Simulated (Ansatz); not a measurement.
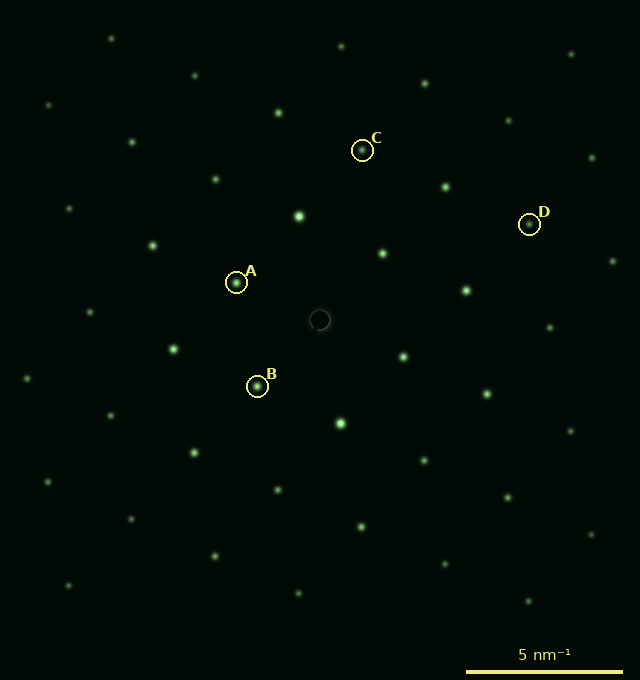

The pattern is a kinematic simulation for 200 kV electrons (no multiple scattering; isotropic B = 0.8 Å²). The zone axis points towards the electron source and the pattern is seen from the source side.

Crystal: SrB, space group Fm-3m (No. 225), a = 5.882 Å. Structure: the input geometry of an electronic-structure calculation (not necessarily at equilibrium); the starting structure was generated, so it need not be a known form of this composition.

Spot A is indexed -1 1 -1 and spot B -1 1 1.

### Index the other marked spots.

C = A − 2B = 1 -1 -3 (d = 1.773 Å). D = −A − 2B = 3 -3 -1 (d = 1.349 Å).

### Which zone axis is this?

The cross product of A and B is parallel to [110]; every spot obeys hu + kv + lw = 0.

### What are the spacings of A and B and the angle between them?

d(A) = 3.396 Å, d(B) = 3.396 Å, and the angle is 70.5°.
